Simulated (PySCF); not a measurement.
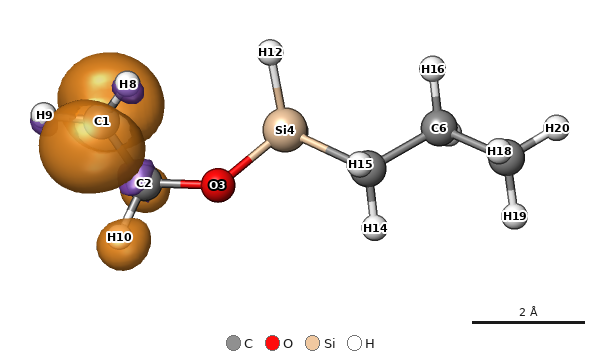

C$_{5}$H$_{13}$OSi (SMILES [CH2]CO[SiH2]CCC) (doublet). Isosurfaces of the spin density at +0.03 (orange) and −0.03 e/Å³ (purple), seen across its widest extent.

Geometry: GFN2-xTB.

Computed with PySCF, UKS B3LYP, pcH-1 on C H O Si, non-relativistic, mean-field spin-orbit, GIAO.

| atom | x (Å) | y (Å) | z (Å) |
| --- | --- | --- | --- |
| C | -3.6788 | 0.5459 | -1.0196 |
| C | -3.1177 | -0.0016 | 0.2215 |
| O | -1.7482 | 0.2104 | 0.3698 |
| Si | -0.5405 | -0.5062 | -0.4428 |
| C | 1.0112 | 0.2610 | 0.3164 |
| C | 2.2784 | -0.3822 | -0.2328 |
| C | 3.5417 | 0.2414 | 0.3500 |
| H | -3.0503 | 1.0775 | -1.7023 |
| H | -4.7295 | 0.4588 | -1.2089 |
| H | -3.6024 | 0.4588 | 1.1017 |
| H | -3.3346 | -1.0843 | 0.2908 |
| H | -0.6150 | -0.2590 | -1.8889 |
| H | -0.5936 | -1.9628 | -0.2467 |
| H | 0.9998 | 0.1545 | 1.4024 |
| H | 1.0426 | 1.3330 | 0.1135 |
| H | 2.2923 | -0.2797 | -1.3198 |
| H | 2.2676 | -1.4507 | -0.0083 |
| H | 3.5881 | 1.3020 | 0.1106 |
| H | 3.5534 | 0.1348 | 1.4329 |
| H | 4.4305 | -0.2407 | -0.0520 |

> Describe the spin distribution.

The unpaired spin (1 electron) lies mostly on C1 (about 0.7) and C2 (about 0.1), in electrons by Hirshfeld's partition.
